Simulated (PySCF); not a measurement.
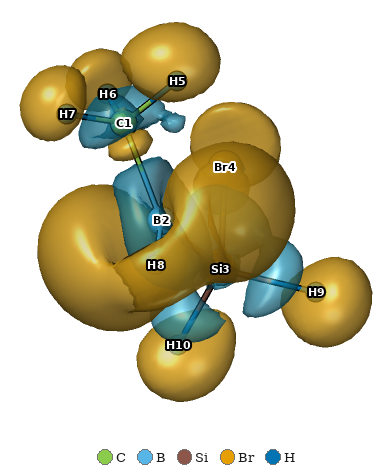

*CH$_{6}$BBrSi, SMILES `CB[SiH2]Br`. Fukui function f⁺ = ρ(N+1) − ρ(N) at fixed geometry, surfaces at ±0.015 e/Å³ (yellow positive, teal negative).*

PySCF calculation, PBE0/6-311G**, gas phase; geometry: GFN2-xTB. No frequency check shows the geometry to be a minimum. GFN2-xTB bond lengths at metals and heavier atoms can be off by up to 0.1 Å and shapes distorted, which carries into these values.

Input script:

```python
import numpy as np
from pyscf import gto, scf, dft
from pyscf.scf import atom_ks, atom_hf
from scipy.linalg import block_diag

def solve(mol, dm0=None, hcore=None):
    mf = (dft.UKS if mol.spin else dft.RKS)(mol, xc='pbe0')
    mf.grids.level = 3
    mf = mf.density_fit(auxbasis='def2-universal-jkfit')
    mf.conv_tol, mf.max_cycle = 1e-8, 80
    if hcore is not None:
        mf.get_hcore = lambda *args: hcore
    mf.kernel(dm0)
    if not mf.converged:
        mf = mf.newton().run(mf.mo_coeff, mf.mo_occ, max_cycle=30)
    assert mf.converged, 'SCF not converged'
    return mf

mol = gto.M(atom='''
C     -2.36471     1.20881    -0.01246
B     -2.19737    -0.34448    -0.01551
Si    -0.44395    -1.20740    -0.00132
Br     1.19889     0.33016     0.00030
H     -2.45233     1.51283     1.03604
H     -1.51927     1.76876    -0.41139
H     -3.27389     1.56243    -0.49630
H     -3.16486    -1.01072     0.01907
H     -0.08679    -1.99973     1.18042
H     -0.07347    -2.01587    -1.16743
''', basis='6-311g**', charge=0, spin=0, verbose=4)
mf = solve(mol)
out = dict(e0=mf.e_tot, dm0=mf.make_rdm1(), c=mf.mo_coeff, occ=mf.mo_occ, eps=mf.mo_energy)
for name, dq, spin in [('cation', 1, 1), ('anion', -1, 1)]:
    ion = mol.copy().set(charge=mol.charge + dq, spin=spin).build()
    mi = solve(ion)
    if spin and dq > 0 and mol.nao < 130:
        c, _, stable, _ = mi.stability(return_status=True)
        if not stable:
            mi = solve(ion, mi.make_rdm1(c, mi.mo_occ))
    print(name, 'vertical energy change / eV', (mi.e_tot - mf.e_tot) * 27.211386)
    out.update({'e_' + name: mi.e_tot, 'dm_' + name: mi.make_rdm1(), 's2_' + name: mi.spin_square()[0], 'eps_' + name: mi.mo_energy, 'occ_' + name: mi.mo_occ})
# spherically averaged free atoms, for the promolecule
atm = atom_ks.get_atm_nrks(mol, xc='pbe0')
pro = block_diag(*[(atm[a[0]][2] * atm[a[0]][3]) @ atm[a[0]][2].T for a in mol._atom])
np.savez('result.npz', pro=pro, **out)
```

Launched as:

```sh
OMP_NUM_THREADS=1 python input.py
```

The run took 2.3 min on 1 thread of AMD EPYC (Zen 3), with other jobs on the host, peak memory 0.7 GiB.

Partitions, critical points and surface values were worked out afterwards from this run's density.

Which atoms respond most to the addition of an electron?

f⁺ (Hirshfeld-condensed) is largest on B2 (0.32); the vertical electron affinity is 0.66 eV (the stability of the anion's solution wasn't checked; the anion's highest orbital has positive energy, so this value and f⁺ depend on the basis). Condensed values hint at sites of nucleophilic attack but needn't mark the atom that reacts. Orbital relaxation makes it negative in places (0.24 e in all).

```
atom     f⁺  charge
  C1  +0.05   −0.19
  B2  +0.32   +0.11
 Si3  +0.14   +0.26
 Br4  +0.10   −0.15
  H5  +0.07   +0.07
  H6  +0.04   +0.04
  H7  +0.05   +0.05
  H8  +0.09   −0.05
  H9  +0.07   −0.07
 H10  +0.07   −0.07
```
